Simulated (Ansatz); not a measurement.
# SiH2O2F2 (SMILES O[Si](O)(F)F): HSE06/def2-SVP

Aim: the vertical singlet–triplet gap of SiH2O2F2 at HSE06/def2-SVP, from 2 runs. 

The calculation is run with Ansatz 0.2.0.

82 further runs of the same task are left out: 82 set aside as unsound or not needed.

## (1) Starting point

SiH2O2F2 has 7 atoms, charge 0, and is taken as a singlet. As SMILES, `O[Si](O)(F)F`. The coordinates come from a PBE0-D4/def2-TZVP relaxation. This is one conformer, not always the lowest.

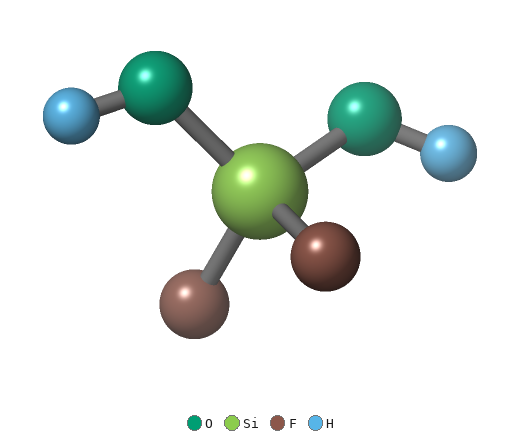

Viewed from a chosen angle; oxygen teal, silicon green, fluorine brown, hydrogen blue.

## (2) The energy at HSE06/def2-SVP

input.yaml reads:

```yaml
crystal:
  periodic: [false, false, false]
  atoms:
    - {symbol: O, position_ang: [-1.123000, 0.443800, 0.890500]}
    - {symbol: Si, position_ang: [-0.011100, -0.018100, -0.177300]}
    - {symbol: O, position_ang: [1.321200, -0.386600, 0.646700]}
    - {symbol: F, position_ang: [-0.483500, -1.262700, -1.033600]}
    - {symbol: F, position_ang: [0.238000, 1.131800, -1.236100]}
    - {symbol: H, position_ang: [-1.829300, 1.022300, 0.602200]}
    - {symbol: H, position_ang: [1.948900, -0.998500, 0.262000]}
basis:
  gaussian:
    orbitals: def2-SVP
hamiltonian:
  xc: hse06
accuracy: high
output: {orbitals: {seedname: orbitals}}
```

Command:

```
$ ansatz run input.yaml --threads 1 --pin off --max-ram 3480MiB --events-out events.jsonl --progress --plain --runs-dir runs
```

Standard output:

```text
Warning: RAYON_NUM_THREADS=1 ignored (pool sized by the plan → 1); use --threads N
Functional definition: HSE06
  name "HSE06"
  parameter a = 0.25
  parameter omega = 0.11/bohr
  exchange = pbe_x - a*pbe_x_sr(omega) + a*exact_x_sr(omega)
  correlation = pbe_c
1728 factors; integrals over basis functions are off by at most 3.3e-9 eV
79 factors; integrals over basis functions are off by at most 1.2e-9 eV
mean field evaluation 1: about -17412.3013 eV, gradient 7.1e1 eV
mean field evaluation 2: about -17403.6152 eV, gradient 1.0e2 eV
mean field evaluation 4: about -17420.3481 eV, gradient 3.0e0 eV
mean field evaluation 8: about -17420.5705 eV, gradient 2.0e-1 eV
mean field evaluation 16: about -17420.5705 eV, gradient 7.0e-6 eV
mean field -17420.57054271 eV, -640.1941593579 hartree, gradient 2.0e-8 eV, S^2 0.000000; 0 other end points of the search recorded, 0 dependent functions left out
reference -17420.57054559 eV, -640.1941594637 hartree; 25, 25 occupied and 59, 59 virtual orbitals, 1728 factors
Total energy: -17420.57054559 eV, -640.1941594637 hartree
```

It took 3.9 s on 1 thread of Intel Xeon 6975P-C (Granite Rapids), shared host; peak memory 0.29 GiB.

## (3) The triplet

molecule.yaml reads:

```yaml
crystal:
  periodic: [false, false, false]
  atoms:
    - symbol: O
      position_ang: [-1.123000, 0.443800, 0.890500]
    - symbol: Si
      position_ang: [-0.011100, -0.018100, -0.177300]
    - symbol: O
      position_ang: [1.321200, -0.386600, 0.646700]
    - symbol: F
      position_ang: [-0.483500, -1.262700, -1.033600]
    - symbol: F
      position_ang: [0.238000, 1.131800, -1.236100]
    - symbol: H
      position_ang: [-1.829300, 1.022300, 0.602200]
    - symbol: H
      position_ang: [1.948900, -0.998500, 0.262000]
basis:
  gaussian: {orbitals: def2-SVP}
magnetization: {spin_polarized: true, initial_magnetization: 2}
hamiltonian: {xc: {name: HSE06}}
accuracy: high
output: {orbitals: {seedname: orbitals}}
```

Command:

```
$ ansatz run molecule.yaml --threads 1 --pin off --max-ram 3480MiB --events-out events.jsonl --progress --plain --runs-dir runs
```

Standard output:

```text
Warning: RAYON_NUM_THREADS=1 ignored (pool sized by the plan → 1); use --threads N
Functional definition: HSE06
  name "HSE06"
  parameter a = 0.25
  parameter omega = 0.11/bohr
  exchange = pbe_x - a*pbe_x_sr(omega) + a*exact_x_sr(omega)
  correlation = pbe_c
1728 factors; integrals over basis functions are off by at most 3.4e-9 eV
79 factors; integrals over basis functions are off by at most 1.2e-9 eV
mean field evaluation 1: about -17406.4807 eV, gradient 3.8e1 eV
mean field evaluation 2: about -17402.6398 eV, gradient 5.1e1 eV
mean field evaluation 4: about -17410.9215 eV, gradient 1.1e1 eV
mean field evaluation 8: about -17411.7828 eV, gradient 7.6e-1 eV
mean field evaluation 16: about -17411.8684 eV, gradient 1.2e0 eV
mean field evaluation 32: about -17411.2212 eV, gradient 8.6e0 eV
mean field -17411.90489389 eV, -639.8757026376 hartree, gradient 1.9e-8 eV, S^2 2.003033; 5 other end points of the search recorded, 0 dependent functions left out
reference -17411.90489773 eV, -639.8757027787 hartree; 26, 24 occupied and 58, 60 virtual orbitals, 1728 factors
Total energy: -17411.90489773 eV, -639.8757027787 hartree
```

Run time: 17 s. Hardware: 1 thread of Intel Xeon 6975P-C (Granite Rapids), shared host; peak memory 0.43 GiB.

## (4) Summary of results

At HSE06/def2-SVP:

```
                                        quantity          value
                           singlet: total energy  -640.19416 Eh
                            singlet: HOMO energy       -9.47 eV
                            singlet: LUMO energy        0.48 eV
                          singlet: HOMO–LUMO gap        9.95 eV
                           triplet: total energy  -639.87570 Eh
     triplet: HOMO energy (highest over α and β)       -1.80 eV
                                   triplet: ⟨S²⟩          2.003
vertical energy of the triplet above the singlet       8.666 eV
```

At this shape the triplet lies 8.67 eV (836 kJ/mol) above the singlet.
